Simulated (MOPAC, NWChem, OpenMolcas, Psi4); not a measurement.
**CH5BClN (SMILES CNBCl): methods side by side**

CH5BClN: 9 atoms, total charge 0, spin state singlet. As SMILES, `CNBCl`. The shape is that of a PBE0-D4/def2-TZVP optimisation. This is one conformer, not always the lowest.

```xyz
9

C     0.5101    0.4821   -0.9734
N    -0.4079   -0.2260   -0.1117
B    -0.2611   -0.4152    1.2482
Cl   -1.4953   -1.3145    2.1448
H     0.9070   -0.1704   -1.7565
H     0.0279    1.3389   -1.4528
H     1.3467    0.8499   -0.3800
H    -1.2205   -0.6055   -0.5739
H     0.6816    0.0142    1.8382
```

Each level gives the dipole moment (D). The values are calculated.

```tsv
level	kind	program	value (D)	CPU time
PM7	semi-empirical	MOPAC	4.38	under 2 s
HF/def2-SVP (density fitting)	Hartree–Fock	Psi4	2.87	5.4 s
SVWN5/def2-SVP	LDA	OpenMolcas	2.89	41 s
BLYP/def2-SVP	GGA	OpenMolcas	2.76	41 s
PBE/def2-SVP	GGA	NWChem	2.86	40 s
TPSS/def2-SVP	meta-GGA	OpenMolcas	2.94	47 s
M06-2X/def2-SVP	hybrid meta-GGA	OpenMolcas	2.94	38 s
```

The values span 2.76 to 4.38 D. Magnitudes only. Times are those of the runs behind each value, whatever else they computed, on shared processors of several kinds: orders of magnitude only.

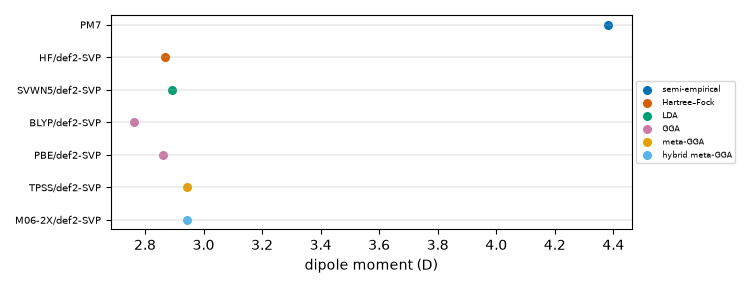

The values of the table, level by level.
